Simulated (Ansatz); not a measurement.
The reference is CsPbCl3 in the cubic perovskite structure (space group Pm-3m, No. 221; a = 5.619 Å). Axes: x, y, z lie along the cube axes.

Modification: biaxial strain −4.69 %, plane normal [001], relaxed out of plane (Cartesian); in-plane vectors clamped, the third vector and the atoms free.

The values are results of Ansatz (a first-principles code) PBEsol, scalar-relativistic without spin-orbit coupling, not measurements.

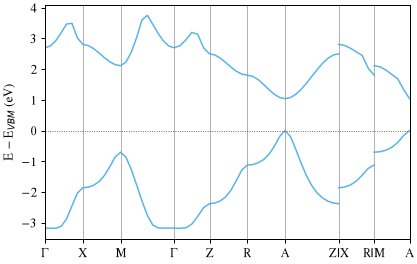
Figure. Highest valence and lowest conduction band along the path of the changed cell's own zone

### Question
Read the changed gap and its character from the plot.

### Answer
About 1.0 eV, direct at A.

With Pb present, leaving out spin-orbit coupling can change the band edges. No phonon test of stability was made. Many cubic perovskites are stable only at high temperature; tilts and polar distortions were not tested. This is not the structure that CsPbCl3 has at room temperature and ambient pressure. Labels are those of the standard path for the cell's own space group.
